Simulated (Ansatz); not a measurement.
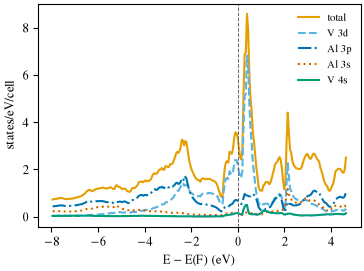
Figure: Total and projected density of states of Al$_{3}$V (Cu3Au type, Pm-3m), DFT-PBEsol in the program Ansatz with PAW potentials

Question: Which orbitals carry the states next to the Fermi level?

Answer: Within 0.5 eV of the Fermi level: V 3d 72 %, Al 3p 16 %. Projections are on Löwdin-orthogonalised atomic valence shells; empty p or d shells of many metals are not among them.

The workflow started from a Materials Project entry (that database holds measured and hypothetical structures alike); the Crystallography Open Database copy checked does not list it. Whether it is the stable phase at ambient conditions was not checked. The cell was relaxed with PBEsol under the symmetry of its start; its stability against distortions is not shown here. The run is not spin-polarised.

Potentials: the later of the program's two PAW sets.
